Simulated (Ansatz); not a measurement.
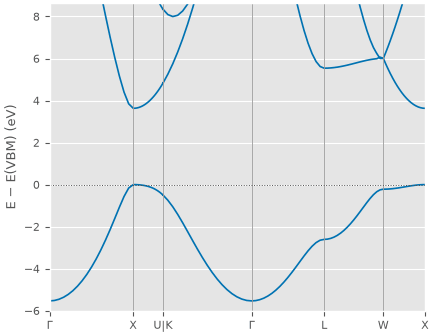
Figure. Band structure from the program Ansatz at the r²SCAN level (PAW)

Q: Read off the gap and where the band edges lie.

A: About 3.6 eV (3.63 eV by a search for the band edges); maximum at X, minimum at X.

The material is LiH (rock salt, space group No. 225).

Space group Fm-3m (rock salt). Symmetry was held in the r²SCAN relaxation; phonons on a q-mesh show no instability.

Potentials: the later of the program's two PAW sets.
